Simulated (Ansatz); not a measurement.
**NO2 (nitrogen dioxide): UB3LYP/6-31G(d) (spherical functions)**

Aim: the electronic atomisation energy of NO2 (nitrogen dioxide) at UB3LYP/6-31G* (spherical functions), from 3 runs. 

The results are computed with Ansatz 0.2.0.

34 further runs of the same task are left out: 34 set aside as unsound or not needed.

### Step 1. Starting point

NO2: 3 atoms, total charge 0, spin state doublet. SMILES: `[O]N=O`. The shape is that of a PBE0-D4/def2-TZVP optimisation.

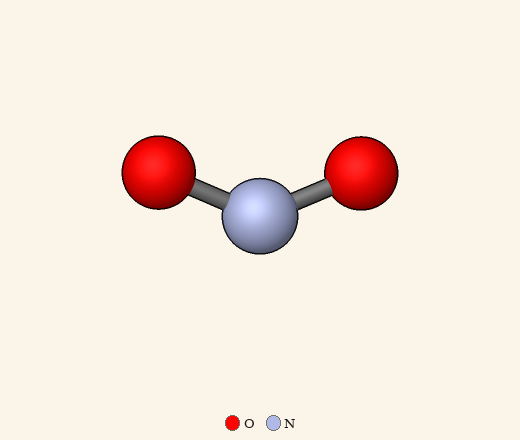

Viewed from a chosen angle; oxygen red, nitrogen light blue.

### Step 2. A single-point energy at UB3LYP/6-31G(d) (spherical functions)

in.yaml

```yaml
crystal:
  periodic: [false, false, false]
  atoms:
    - {symbol: O, position_ang: [0.209760, -1.082190, 0.000620]}
    - {symbol: "N", position_ang: [-0.265470, -0.009110, -0.145890]}
    - {symbol: O, position_ang: [0.055690, 1.091300, 0.145270]}
basis:
  gaussian: {orbitals: 6-31G_st_-spherical.json}
magnetization: {spin_polarized: true, initial_magnetization: 1}
hamiltonian: {xc: {name: B3LYP}}
accuracy: high
output: {orbitals: {seedname: orbitals}}
```

The basis set 6-31G* is read from a file made from the Basis Set Exchange's data (not shown).

The run is started by

```bash
ansatz run in.yaml --threads 1 --pin off --max-ram 3480MiB --events-out events.jsonl --progress --plain --runs-dir runs
```

The program printed:

```text
Warning: RAYON_NUM_THREADS=1 ignored (pool sized by the plan → 1); use --threads N
Functional definition: B3LYP
  name "B3LYP"
  parameter a0 = 0.2
  parameter ax = 0.72
  parameter ac = 0.81
  exchange = (1 - a0 - ax)*slater_x + ax*b88_x + a0*exact_x
  correlation = (1 - ac)*vwn_rpa_c + ac*lyp_c
812 factors; integrals over basis functions are off by at most 2.9e-9 eV
mean field evaluation 1: about -5577.8144 eV, gradient 2.7e1 eV
mean field evaluation 2: about -5573.2207 eV, gradient 4.6e1 eV
mean field evaluation 4: about -5580.0215 eV, gradient 6.5e-1 eV
mean field evaluation 8: about -5580.1558 eV, gradient 1.6e-2 eV
mean field evaluation 16: about -5580.1558 eV, gradient 2.6e-6 eV
mean field -5580.15583286 eV, -205.0669444923 hartree, gradient 4.6e-8 eV, S^2 0.753015; 0 other end points of the search recorded, 0 dependent functions left out
reference -5580.15584940 eV, -205.0669450999 hartree; 12, 11 occupied and 30, 31 virtual orbitals, 812 factors
Total energy: -5580.15584940 eV, -205.0669450999 hartree
```

It took 1.9 s on 1 thread of Arm Neoverse V2, shared host; peak memory 0.13 GiB.

### Step 3. The N atom

in.yaml

```yaml
basis:
  gaussian: {orbitals: 6-31G_st_-spherical.json}
crystal:
  periodic: [false, false, false]
  atoms:
    - {symbol: N, position_ang: [0.000000, 0.000000, 0.000000]}
magnetization: {spin_polarized: true, initial_magnetization: 3}
hamiltonian: {xc: {name: B3LYP}}
accuracy: high
```

The basis set 6-31G* is read from a file made from the Basis Set Exchange's data (not shown).

Run the same way, it converges to -54.58288 Eh (log not shown).

### Step 4. The O atom at the same level

run.yaml

```yaml
crystal:
  periodic: [false, false, false]
  atoms:
    - {symbol: O, position_ang: [0.000000, 0.000000, 0.000000]}
basis:
  gaussian:
    orbitals: 6-31G_st_-spherical.json
magnetization:
  spin_polarized: true
  initial_magnetization: 2
hamiltonian:
  xc: {name: B3LYP}
accuracy: high
```

The basis set 6-31G* is read from a file made from the Basis Set Exchange's data (not shown).

The run is started by

```bash
ansatz run run.yaml --threads 1 --pin off --max-ram 3480MiB --events-out events.jsonl --progress --plain --runs-dir runs
```

The program printed:

```text
Warning: RAYON_NUM_THREADS=1 ignored (pool sized by the plan → 1); use --threads N
[... 7 set-up lines as earlier in the session ...]
96 factors; integrals over basis functions are off by at most 1.3e-9 eV
mean field evaluation 1: about -2042.3583 eV, gradient 5.4e0 eV
mean field evaluation 2: about -2042.4299 eV, gradient 3.3e0 eV
mean field evaluation 4: about -2042.4706 eV, gradient 1.8e-2 eV
mean field evaluation 8: about -2042.4704 eV, gradient 1.5e-4 eV
mean field -2042.47041935 eV, -75.0594034748 hartree, gradient 7.8e-10 eV, S^2 2.002219; 0 other end points of the search recorded, 0 dependent functions left out
reference -2042.47043006 eV, -75.0594038687 hartree; 5, 3 occupied and 9, 11 virtual orbitals, 96 factors
Total energy: -2042.47043006 eV, -75.0594038687 hartree
```

Run time: 0.26 s. Hardware: 1 thread of Arm Neoverse V2, shared host.

### Step 5. Summary of results

At UB3LYP/6-31G* (spherical functions):

| quantity | value |
| --- | --- |
| molecule: total energy | -205.06695 Eh |
| molecule: HOMO energy (highest over α and β) | -7.55 eV |
| molecule: LUMO energy (lowest over α and β) | -3.58 eV |
| molecule: ⟨S²⟩ | 0.753 |
| N atom: total energy | -54.58288 Eh |
| N atom: ⟨S²⟩ | 3.752 |
| O atom: total energy | -75.05940 Eh |
| O atom: ⟨S²⟩ | 2.002 |
| electronic atomisation energy | 9.939 eV |

**Reading.** Taking the molecule apart into free atoms costs 9.94 eV (229 kcal/mol), before zero-point energy and without spin-orbit coupling.
